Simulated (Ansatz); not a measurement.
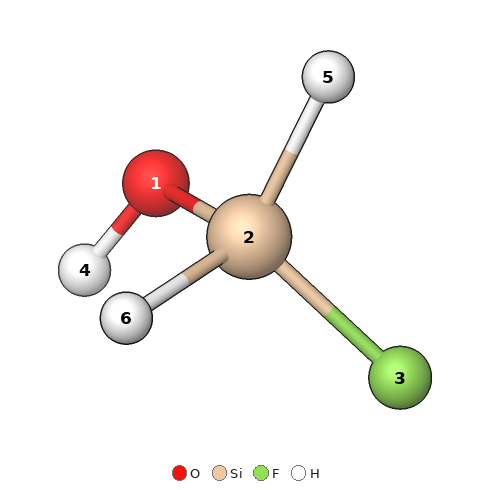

Numbered structure. Computed geometry: PBE-D4/def2-SVP optimisation. No frequency run is at hand to confirm it as a minimum.

Q: What is the geometry at O1?

A: O1 has 2 neighbours (Si2 at 1.67, H4 at 0.97 Å); the arrangement is bent.

Q: How are the neighbours of atom 2 arranged?

A: Si2 has 4 neighbours (O1 at 1.67, F3 at 1.64, H5 at 1.49, H6 at 1.50 Å); the arrangement is tetrahedral.
